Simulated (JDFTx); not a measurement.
Al(110) slab cut from bulk Al (space group Fm-3m, indices of the conventional cell, lattice of the Materials Project entry mp-134, not re-optimised): 8 atoms in 8 planes, a 1x1 cell of 11.54 Å² (|a| = 2.856, |b| = 4.039 Å), 9.9 Å between the outermost planes, cell height 26.0 Å, 8×6×1 k mesh, Fermi smearing 0.01 Ha, no spin polarisation.

Level of theory: PBE, GBRV ultrasoft potentials, plane waves to 20/100 Ha; code: JDFTx (a modified build). Liquid on both sides: linear PCM (GLSSA13), water, 0.5 M KCl; nuclei fixed, outer atoms relaxed in vacuum. U vs SHE = −μ/e − 4.44 V throughout (conventional absolute potential of the hydrogen electrode). The model has bare, unreconstructed faces and no explicit solvent.

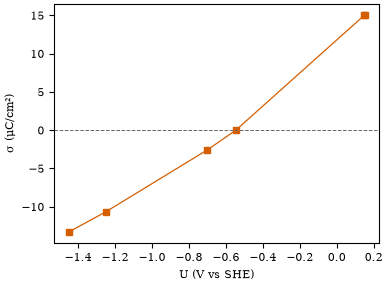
Fig. 1. Surface charge density of Al(110) against potential

Task: Read off the potential of zero charge and the mean capacitance σ/(U − U_pzc) at the computed points next to it.

Result: U_pzc ≈ -0.5 V. At -0.70 V it is about 17 μF/cm². At 0.15 V it is about 22 μF/cm².
